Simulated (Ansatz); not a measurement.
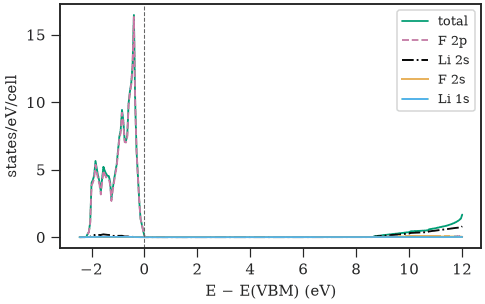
Figure: Total and projected density of states of LiF (wurtzite, space group No. 186), r²SCAN in the plane-wave PAW code Ansatz

Q: Which orbitals carry the states next to the gap?

A: Top 1 eV of the valence band: F 2p 99 %. Bottom 1 eV of the conduction band: Li 2s 70 %, F 2s 19 %. Projections are on Löwdin-orthogonalised atomic valence shells; empty p or d shells of many metals are not among them.

Q: Where is the tallest occupied peak in this window, and what makes it?

A: Near -0.4 eV, about 16 states/eV per cell; the largest projected share is F 2p.

Space group P6_3mc (wurtzite). The workflow started from a Materials Project entry (that database holds measured and hypothetical structures alike); the Crystallography Open Database copy checked does not list it. It is not the phase usual at ambient conditions (space group No. 225). The cell was relaxed with r²SCAN under the symmetry of its start; phonons on a q-mesh show no instability.

Potentials: the later of the program's two PAW sets.
